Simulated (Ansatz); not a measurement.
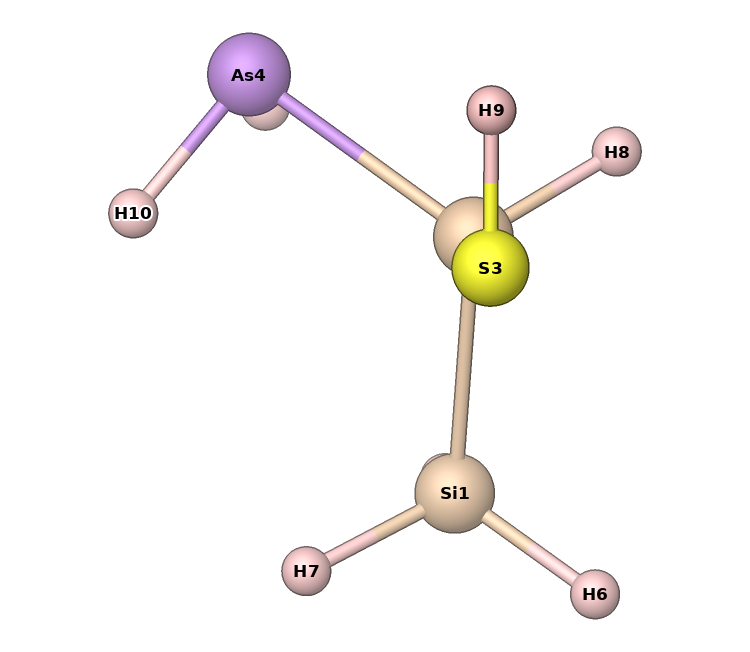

Si2 lies behind S3. The molecule seen nearly along the S3–Si2 bond, S3 in front. Distant atoms are faded towards the background colour. Computed geometry: PBE0-D4/def2-TZVP optimisation. No frequency run is at hand to confirm it as a minimum.

What is the torsion angle H9–S3–Si2–As4? The sign is positive where the front bond must turn clockwise to cover the back bond.

−55°, synclinal (gauche).
